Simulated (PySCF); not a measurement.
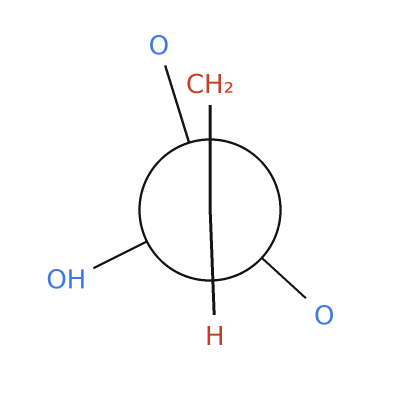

A Newman projection along the C–S bond, carbon in front; angles are drawn as computed, but eclipsed bonds slightly apart. The geometry was computed by an optimisation with PBE0-D3(BJ)/def2-SVP. No frequency run is at hand to confirm it as a minimum.

Q: Which molecule is it?

A: C2H4O3S, C=CS(=O)(=O)O

Q: What is the torsion angle from the front CH2 to the back OH? The sign is positive where the front bond must turn clockwise to cover the back bond.

A: −117°, anticlinal.
